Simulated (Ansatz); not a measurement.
**Geometry relaxation of CH$_{6}$FOPSi (part 2 of 2)**

The same run, continued: CH$_{6}$FOPSi; RKS PBE0-D4/def2-SVP (Ansatz 0.2.0). It belongs to a series of runs on one base structure; here: end point B relaxed.

Geometry of the input (Å):
```
C  -1.4889  0.8654  -0.4982
O  -0.6378  -0.1770  -0.3732
Si 0.8719  0.1577  0.1449
F  0.8734  1.1141  1.4408
P  1.8524  -1.7600  0.7016
H  -2.4875  0.5315  -0.8853
H  -1.7044  1.3946  0.4590
H  -1.1323  1.6634  -1.2417
H  1.6738  0.8560  -0.8681
H  2.9701  -1.6107  -0.0857
H  2.4683  -1.2617  1.9067
```

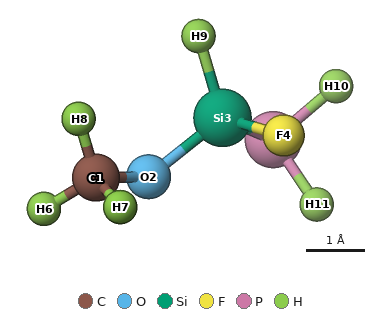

*The geometry at step 21 of the log (ball-and-stick view, seen at a tilt; atoms are numbered from 1 in the order of the input).*

## Trajectory as extended XYZ, continued
```
11
Properties=species:S:1:pos:R:3:forces:R:3 step=10 energy=-23044.85591 accepted=F
C    -1.5534    0.9057   -0.5185    0.0272   0.0344   0.0080
O    -0.6545   -0.0807   -0.0748    0.0309   0.0857   0.0165
Si    0.9492    0.1699    0.2129    0.0102  -0.0075  -0.0127
F     1.1283    1.1205    1.5251   -0.0301  -0.0518  -0.0704
P     1.8623   -1.8559    0.5742    0.2362   0.1692   0.1061
H    -2.4586    0.4095   -0.8980   -0.0096   0.0075   0.0057
H    -1.8453    1.5856    0.3023    0.0131  -0.0469  -0.0426
H    -1.1266    1.5166   -1.3383   -0.0269  -0.0406   0.0562
H     1.5519    0.9247   -0.9263   -0.0048  -0.0242   0.0291
H     3.0977   -1.4508   -0.0464   -0.1722  -0.0556   0.1120
H     2.3080   -1.4719    1.8886   -0.0741  -0.0701  -0.2079
11
Properties=species:S:1:pos:R:3:forces:R:3 step=11 energy=-23044.85713
C    -1.5539    0.9062   -0.5217   -0.0500  -0.0062   0.0510
O    -0.6460   -0.0782   -0.0979    0.0537   0.0359  -0.0303
Si    0.9519    0.1718    0.2132    0.0189  -0.0454  -0.0275
F     1.0980    1.1213    1.5275   -0.0012   0.0007  -0.0102
P     1.8524   -1.8507    0.6007    0.0362   0.0140   0.0261
H    -2.4546    0.4081   -0.9094   -0.0040   0.0096  -0.0064
H    -1.8528    1.5598    0.3155   -0.0071   0.0087  -0.0110
H    -1.1386    1.5415   -1.3252    0.0180  -0.0108  -0.0036
H     1.5931    0.9166   -0.9088   -0.0321   0.0173  -0.0023
H     3.0662   -1.4938   -0.0687   -0.0244   0.0064   0.0235
H     2.3433   -1.4293    1.8757   -0.0080  -0.0303  -0.0093
11
Properties=species:S:1:pos:R:3:forces:R:3 step=12 energy=-23044.85936
C    -1.5548    0.9060   -0.5110   -0.0768  -0.0171   0.0608
O    -0.6455   -0.0773   -0.0889    0.0838   0.0329  -0.0522
Si    0.9603    0.1701    0.1848   -0.0301  -0.0483   0.0723
F     1.1342    1.1205    1.4950    0.0032   0.0338  -0.0145
P     1.8618   -1.8517    0.5679    0.2209   0.0825   0.0243
H    -2.4601    0.4070   -0.8875   -0.0014   0.0138  -0.0083
H    -1.8455    1.5645    0.3249   -0.0093   0.0168  -0.0048
H    -1.1462    1.5360   -1.3215    0.0252  -0.0041  -0.0158
H     1.5783    0.9147   -0.9503   -0.0242  -0.0131  -0.0080
H     3.1113   -1.4325   -0.0089   -0.1286  -0.0687   0.0903
H     2.2652   -1.4839    1.8963   -0.0625  -0.0285  -0.1441
11
Properties=species:S:1:pos:R:3:forces:R:3 step=13 energy=-23044.85916 accepted=F
C    -1.5594    0.9079   -0.4977   -0.0460  -0.0072   0.0395
O    -0.6486   -0.0758   -0.0786    0.1041  -0.0069  -0.0058
Si    0.9635    0.1668    0.1666   -0.0084   0.0449  -0.0346
F     1.1622    1.1341    1.4620    0.0020  -0.0244  -0.0225
P     1.8873   -1.8513    0.5196    0.3890   0.1751   0.2379
H    -2.4680    0.4104   -0.8684    0.0033   0.0075   0.0006
H    -1.8438    1.5719    0.3362   -0.0012   0.0034  -0.0045
H    -1.1525    1.5326   -1.3137    0.0131  -0.0034  -0.0056
H     1.5557    0.9033   -0.9881   -0.0142  -0.0142  -0.0006
H     3.1877   -1.4022    0.0635   -0.3608  -0.0701   0.1342
H     2.1748   -1.5245    1.8994   -0.0809  -0.1047  -0.3386
11
Properties=species:S:1:pos:R:3:forces:R:3 step=14 energy=-23044.86390
C    -1.5565    0.9061   -0.5027   -0.0409  -0.0110   0.0345
O    -0.6424   -0.0780   -0.0921    0.0378   0.0175  -0.0132
Si    0.9643    0.1682    0.1725   -0.0118  -0.0237   0.0229
F     1.1501    1.1305    1.4727   -0.0030   0.0120  -0.0126
P     1.8742   -1.8510    0.5484    0.1341   0.0580   0.0239
H    -2.4622    0.4090   -0.8806    0.0011   0.0067  -0.0014
H    -1.8452    1.5595    0.3379   -0.0046   0.0090  -0.0022
H    -1.1502    1.5413   -1.3109    0.0116  -0.0015  -0.0076
H     1.5697    0.9044   -0.9738   -0.0012  -0.0044  -0.0131
H     3.1399   -1.4120    0.0331   -0.0822  -0.0369   0.0580
H     2.2174   -1.5047    1.8963   -0.0410  -0.0257  -0.0893
11
Properties=species:S:1:pos:R:3:forces:R:3 step=15 energy=-23044.86864
C    -1.5593    0.9060   -0.4916   -0.0071  -0.0043   0.0060
O    -0.6377   -0.0776   -0.0956   -0.0022   0.0069   0.0154
Si    0.9708    0.1684    0.1534    0.0221  -0.0064  -0.0030
F     1.1715    1.1429    1.4424   -0.0097   0.0002  -0.0156
P     1.8894   -1.8474    0.5223    0.0904   0.0364   0.0374
H    -2.4658    0.4090   -0.8676    0.0020  -0.0003   0.0048
H    -1.8442    1.5537    0.3547    0.0003   0.0019   0.0020
H    -1.1595    1.5469   -1.2988   -0.0013   0.0007   0.0004
H     1.5662    0.8918   -1.0059    0.0056   0.0040  -0.0135
H     3.1754   -1.3820    0.0913   -0.0660  -0.0155   0.0428
H     2.1524   -1.5384    1.8963   -0.0342  -0.0237  -0.0767
11
Properties=species:S:1:pos:R:3:forces:R:3 step=16 energy=-23044.87411
C    -1.5605    0.9038   -0.4754    0.0180  -0.0022  -0.0095
O    -0.6282   -0.0776   -0.0981   -0.0353   0.0095   0.0229
Si    0.9835    0.1689    0.1240    0.0282  -0.0014  -0.0172
F     1.2042    1.1574    1.3993   -0.0082  -0.0114  -0.0230
P     1.9079   -1.8447    0.4842    0.1742   0.1169   0.1302
H    -2.4692    0.4051   -0.8435    0.0025  -0.0046   0.0083
H    -1.8375    1.5454    0.3781    0.0041  -0.0025   0.0034
H    -1.1735    1.5511   -1.2841   -0.0091  -0.0007   0.0075
H     1.5659    0.8777   -1.0512    0.0051   0.0054  -0.0061
H     3.2157   -1.3297    0.1761   -0.1512  -0.0605   0.0661
H     2.0506   -1.5843    1.8913   -0.0284  -0.0485  -0.1827
11
Properties=species:S:1:pos:R:3:forces:R:3 step=17 energy=-23044.87346 accepted=F
C    -1.5646    0.9012   -0.4561    0.0396  -0.0008  -0.0209
O    -0.6161   -0.0748   -0.1040   -0.0208   0.0011   0.0298
Si    0.9998    0.1786    0.0812    0.0537   0.0557   0.0272
F     1.2442    1.1804    1.3426   -0.0196  -0.0169  -0.0428
P     1.9335   -1.8301    0.4378    0.4172   0.1597   0.3781
H    -2.4768    0.3970   -0.8084    0.0080  -0.0062   0.0110
H    -1.8293    1.5358    0.4068    0.0111  -0.0094  -0.0024
H    -1.1994    1.5560   -1.2694   -0.0167  -0.0067   0.0191
H     1.5586    0.8790   -1.1112    0.0039  -0.0117   0.0025
H     3.2781   -1.2963    0.3038   -0.4348  -0.1175   0.0351
H     1.9310   -1.6535    1.8777   -0.0416  -0.0472  -0.4367
11
Properties=species:S:1:pos:R:3:forces:R:3 step=18 energy=-23044.87994
C    -1.5599    0.9011   -0.4656    0.0082  -0.0033  -0.0003
O    -0.6215   -0.0772   -0.0962   -0.0098   0.0062   0.0138
Si    0.9931    0.1724    0.1054   -0.0001   0.0220  -0.0163
F     1.2246    1.1686    1.3726   -0.0030  -0.0086  -0.0190
P     1.9212   -1.8372    0.4614    0.0962   0.0491   0.0691
H    -2.4709    0.3991   -0.8239    0.0033  -0.0016   0.0085
H    -1.8301    1.5427    0.3901    0.0026  -0.0019   0.0008
H    -1.1835    1.5490   -1.2787   -0.0045  -0.0005   0.0035
H     1.5648    0.8762   -1.0786    0.0007  -0.0036  -0.0018
H     3.2336   -1.3030    0.2378   -0.0730  -0.0309   0.0359
H     1.9877   -1.6183    1.8765   -0.0207  -0.0270  -0.0943
11
Properties=species:S:1:pos:R:3:forces:R:3 step=19 energy=-23044.88478
C    -1.5598    0.8981   -0.4545   -0.0010   0.0001   0.0015
O    -0.6141   -0.0759   -0.0935    0.0215  -0.0014   0.0055
Si    1.0030    0.1787    0.0848   -0.0023   0.0204  -0.0087
F     1.2457    1.1833    1.3429    0.0015  -0.0041  -0.0167
P     1.9381   -1.8275    0.4357    0.0732   0.0235   0.0676
H    -2.4726    0.3918   -0.8021    0.0026   0.0003   0.0071
H    -1.8235    1.5395    0.4034    0.0024  -0.0005   0.0009
H    -1.1952    1.5466   -1.2723   -0.0031  -0.0021   0.0024
H     1.5636    0.8749   -1.1089   -0.0066  -0.0016  -0.0019
H     3.2576   -1.2807    0.3072   -0.0769  -0.0144   0.0281
H     1.9162   -1.6554    1.8581   -0.0112  -0.0202  -0.0858
11
Properties=species:S:1:pos:R:3:forces:R:3 step=20 energy=-23044.88820
C    -1.5553    0.8923   -0.4380    0.0010  -0.0006  -0.0028
O    -0.5989   -0.0765   -0.0906    0.0093   0.0201  -0.0146
Si    1.0209    0.1848    0.0537   -0.0804  -0.0232   0.0484
F     1.2819    1.2017    1.2983    0.0157  -0.0022  -0.0218
P     1.9571   -1.8211    0.4023    0.1972   0.1412   0.1514
H    -2.4723    0.3811   -0.7671    0.0055   0.0008   0.0074
H    -1.8061    1.5359    0.4221    0.0045  -0.0020  -0.0003
H    -1.2084    1.5393   -1.2649   -0.0059  -0.0049   0.0061
H     1.5596    0.8728   -1.1547    0.0064  -0.0143   0.0026
H     3.2639   -1.2160    0.4096   -0.1458  -0.1207   0.0202
H     1.8165   -1.7211    1.8301   -0.0074   0.0058  -0.1967
11
Properties=species:S:1:pos:R:3:forces:R:3 step=21 energy=-23044.88642 accepted=F
C    -1.5571    0.8867   -0.4227   -0.0069   0.0057  -0.0063
O    -0.5888   -0.0757   -0.0906    0.0717  -0.0142  -0.0034
Si    1.0322    0.1945    0.0287    0.0211   0.0558  -0.0333
F     1.3065    1.2203    1.2632    0.0013  -0.0148  -0.0195
P     1.9882   -1.8026    0.3655    0.2372   0.1221   0.4031
H    -2.4759    0.3692   -0.7373    0.0142   0.0028   0.0088
H    -1.7988    1.5277    0.4422    0.0071  -0.0031  -0.0051
H    -1.2283    1.5368   -1.2548   -0.0053  -0.0125   0.0139
H     1.5571    0.8760   -1.1897   -0.0253   0.0120   0.0048
H     3.3111   -1.2293    0.5135   -0.3807  -0.0896  -0.0457
H     1.7128   -1.7304    1.7828    0.0657  -0.0642  -0.3173
11
Properties=species:S:1:pos:R:3:forces:R:3 step=22 energy=-23044.89310
C    -1.5549    0.8895   -0.4314    0.0025  -0.0022   0.0032
O    -0.5927   -0.0773   -0.0946    0.0101   0.0058  -0.0034
Si    1.0265    0.1888    0.0421   -0.0326  -0.0030   0.0104
F     1.2928    1.2111    1.2806    0.0051   0.0016  -0.0062
P     1.9748   -1.8104    0.3877    0.0657   0.0444   0.0524
H    -2.4758    0.3764   -0.7454    0.0015  -0.0023   0.0035
H    -1.7939    1.5352    0.4304    0.0024   0.0023   0.0032
H    -1.2206    1.5346   -1.2648   -0.0022  -0.0043   0.0011
H     1.5594    0.8734   -1.1700    0.0040  -0.0015  -0.0072
H     3.2747   -1.2108    0.4633   -0.0497  -0.0397   0.0105
H     1.7686   -1.7371    1.8028   -0.0069  -0.0012  -0.0675
11
Properties=species:S:1:pos:R:3:forces:R:3 step=23 energy=-23044.89610
C    -1.5526    0.8840   -0.4202    0.0386   0.0111   0.0220
O    -0.5787   -0.0826   -0.1158   -0.0358  -0.0095   0.0133
Si    1.0377    0.1946    0.0175    0.0249   0.0058  -0.0275
F     1.3035    1.2254    1.2487   -0.0074   0.0055   0.0039
P     1.9995   -1.7970    0.3676    0.0106   0.0074   0.0204
H    -2.4834    0.3710   -0.7038    0.0056  -0.0015   0.0053
H    -1.7601    1.5295    0.4502   -0.0139  -0.0049  -0.0101
H    -1.2441    1.5298   -1.2628   -0.0112  -0.0076  -0.0055
H     1.5632    0.8758   -1.1998    0.0103   0.0042   0.0001
H     3.2808   -1.1891    0.5555   -0.0047  -0.0031  -0.0052
H     1.6931   -1.7681    1.7635   -0.0170  -0.0073  -0.0166
11
Properties=species:S:1:pos:R:3:forces:R:3 step=24 energy=-23044.89539 accepted=F
C    -1.5469    0.8748   -0.4031    0.0376   0.0075   0.0131
O    -0.5569   -0.0877   -0.1337   -0.0877   0.0146   0.0119
Si    1.0569    0.2064   -0.0152    0.0653   0.0040  -0.0375
F     1.3251    1.2474    1.2068   -0.0161   0.0089   0.0078
P     2.0306   -1.7781    0.3388    0.0880   0.0678   0.2604
H    -2.4885    0.3567   -0.6422    0.0409   0.0124   0.0125
H    -1.7182    1.5266    0.4717   -0.0107  -0.0197  -0.0400
H    -1.2760    1.5142   -1.2645   -0.0219  -0.0237   0.0251
H     1.5719    0.8842   -1.2392    0.0039   0.0076   0.0072
H     3.2842   -1.1541    0.6757   -0.1869  -0.0887  -0.0341
H     1.5768   -1.8170    1.7056    0.0875   0.0093  -0.2264
11
Properties=species:S:1:pos:R:3:forces:R:3 step=25 energy=-23044.89702
C    -1.5461    0.8805   -0.4086   -0.0772  -0.0425  -0.0619
O    -0.5692   -0.0828   -0.1092    0.0498   0.0115  -0.0150
Si    1.0488    0.2028   -0.0005   -0.0059  -0.0311   0.0628
F     1.3115    1.2361    1.2291    0.0249   0.0214   0.0084
P     2.0121   -1.7888    0.3518    0.0083   0.0229   0.0043
H    -2.4781    0.3595   -0.6723   -0.0165   0.0080  -0.0010
H    -1.7509    1.5353    0.4545    0.0342   0.0130   0.0200
H    -1.2567    1.5131   -1.2679    0.0108   0.0075   0.0195
H     1.5713    0.8870   -1.2167   -0.0135  -0.0020  -0.0182
H     3.2797   -1.1771    0.6093   -0.0113  -0.0108   0.0018
H     1.6367   -1.7923    1.7312   -0.0036   0.0020  -0.0207
11
Properties=species:S:1:pos:R:3:forces:R:3 step=26 energy=-23044.89798
C    -1.5446    0.8740   -0.4019   -0.0340  -0.0131  -0.0230
O    -0.5577   -0.0858   -0.1207    0.0055   0.0038  -0.0094
Si    1.0581    0.2100   -0.0129    0.0262  -0.0012   0.0038
F     1.3195    1.2514    1.2103    0.0137   0.0064   0.0092
P     2.0274   -1.7780    0.3378    0.0135   0.0226   0.0758
H    -2.4831    0.3523   -0.6432    0.0153   0.0089   0.0062
H    -1.7269    1.5313    0.4654    0.0123  -0.0011  -0.0074
H    -1.2730    1.5064   -1.2676   -0.0019  -0.0071   0.0190
H     1.5735    0.8915   -1.2341   -0.0110   0.0056  -0.0068
H     3.2834   -1.1733    0.6694   -0.0617  -0.0099  -0.0147
H     1.5824   -1.8064    1.6982    0.0221  -0.0150  -0.0527
11
Properties=species:S:1:pos:R:3:forces:R:3 step=27 energy=-23044.89816
C    -1.5438    0.8716   -0.4011    0.0107   0.0083   0.0171
O    -0.5522   -0.0851   -0.1224   -0.0407   0.0152  -0.0120
Si    1.0629    0.2138   -0.0160   -0.0131  -0.0113   0.0099
F     1.3300    1.2580    1.2038    0.0039   0.0021   0.0018
P     2.0303   -1.7741    0.3343    0.0444   0.0225   0.0613
H    -2.4852    0.3493   -0.6301    0.0297   0.0059   0.0081
H    -1.7147    1.5342    0.4651   -0.0091  -0.0093  -0.0227
H    -1.2786    1.5006   -1.2710   -0.0098  -0.0138   0.0082
H     1.5711    0.8936   -1.2415    0.0058  -0.0022   0.0027
H     3.2710   -1.1536    0.6914   -0.0360  -0.0380  -0.0070
H     1.5683   -1.8352    1.6883    0.0141   0.0206  -0.0672
11
Properties=species:S:1:pos:R:3:forces:R:3 step=28 energy=-23044.89855
C    -1.5480    0.8696   -0.4030   -0.0169   0.0226  -0.0035
O    -0.5451   -0.0725   -0.1231   -0.0037  -0.0040  -0.0004
Si    1.0700    0.2223   -0.0118    0.0173  -0.0040   0.0053
F     1.3414    1.2562    1.2162   -0.0101  -0.0034  -0.0090
P     2.0268   -1.7724    0.3279    0.0035  -0.0023   0.0046
H    -2.4871    0.3341   -0.6073    0.0111  -0.0014  -0.0004
H    -1.7155    1.5467    0.4519    0.0060  -0.0007   0.0010
H    -1.3045    1.4846   -1.2888    0.0062  -0.0114   0.0039
H     1.5920    0.9042   -1.2302   -0.0154   0.0097  -0.0024
H     3.2712   -1.1699    0.6928    0.0024  -0.0021   0.0019
H     1.5576   -1.8296    1.6761   -0.0006  -0.0030  -0.0010
11
Properties=species:S:1:pos:R:3:forces:R:3 step=29 energy=-23044.89880
C    -1.5454    0.8695   -0.4018    0.0082  -0.0043  -0.0011
O    -0.5472   -0.0767   -0.1142   -0.0125   0.0048  -0.0054
Si    1.0685    0.2210   -0.0115   -0.0095  -0.0070  -0.0207
F     1.3417    1.2576    1.2121    0.0049   0.0169   0.0339
P     2.0325   -1.7708    0.3246    0.0038  -0.0014  -0.0002
H    -2.4860    0.3372   -0.6061    0.0035  -0.0016   0.0019
H    -1.7107    1.5519    0.4492    0.0019   0.0013   0.0002
H    -1.2955    1.4773   -1.2906    0.0023  -0.0029   0.0025
H     1.5768    0.9093   -1.2316   -0.0030  -0.0027  -0.0138
H     3.2719   -1.1659    0.7022    0.0001  -0.0018   0.0021
H     1.5524   -1.8371    1.6685    0.0003  -0.0013   0.0005
11
Properties=species:S:1:pos:R:3:forces:R:3 step=30 energy=-23044.89886
C    -1.5435    0.8690   -0.4017   -0.0136   0.0046  -0.0032
O    -0.5489   -0.0797   -0.1108    0.0015   0.0096  -0.0032
Si    1.0661    0.2223   -0.0112    0.0258  -0.0098   0.0237
F     1.3410    1.2574    1.2152   -0.0076  -0.0087  -0.0124
P     2.0353   -1.7686    0.3215    0.0006   0.0039   0.0022
H    -2.4865    0.3394   -0.6016    0.0011  -0.0001   0.0010
H    -1.7048    1.5568    0.4457    0.0015  -0.0006  -0.0014
H    -1.2924    1.4708   -1.2942    0.0002  -0.0020   0.0019
H     1.5705    0.9110   -1.2330   -0.0075   0.0031  -0.0050
H     3.2717   -1.1631    0.7075    0.0007   0.0009  -0.0017
H     1.5505   -1.8419    1.6634   -0.0028  -0.0010  -0.0019
11
Properties=species:S:1:pos:R:3:forces:R:3 step=31 energy=-23044.89891
C    -1.5438    0.8690   -0.4022    0.0007   0.0000   0.0006
O    -0.5479   -0.0775   -0.1085    0.0024   0.0010   0.0005
Si    1.0677    0.2228   -0.0095    0.0004   0.0096  -0.0163
F     1.3434    1.2566    1.2172    0.0002   0.0010   0.0010
P     2.0367   -1.7680    0.3198    0.0028  -0.0037   0.0003
H    -2.4869    0.3377   -0.5973    0.0011   0.0004   0.0005
H    -1.7035    1.5611    0.4420   -0.0004   0.0003  -0.0006
H    -1.2946    1.4663   -1.2982   -0.0008  -0.0007  -0.0002
H     1.5680    0.9140   -1.2330   -0.0052  -0.0084   0.0147
H     3.2721   -1.1633    0.7104   -0.0007   0.0006   0.0002
H     1.5478   -1.8454    1.6601   -0.0006  -0.0001  -0.0008
11
Properties=species:S:1:pos:R:3:forces:R:3 step=32 energy=-23044.89893
C    -1.5435    0.8687   -0.4020    0.0006   0.0014   0.0015
O    -0.5476   -0.0774   -0.1069    0.0015   0.0017   0.0010
Si    1.0680    0.2234   -0.0092    0.0026   0.0052  -0.0099
F     1.3449    1.2572    1.2174   -0.0015  -0.0027  -0.0009
P     2.0387   -1.7671    0.3177   -0.0014   0.0003   0.0009
H    -2.4872    0.3372   -0.5934    0.0013   0.0011   0.0008
H    -1.7010    1.5639    0.4401   -0.0009  -0.0013  -0.0025
H    -1.2955    1.4626   -1.3007   -0.0012  -0.0014   0.0011
H     1.5667    0.9148   -1.2326   -0.0026  -0.0031   0.0066
H     3.2714   -1.1613    0.7148    0.0005   0.0000   0.0012
H     1.5441   -1.8488    1.6556    0.0009  -0.0012   0.0002
```
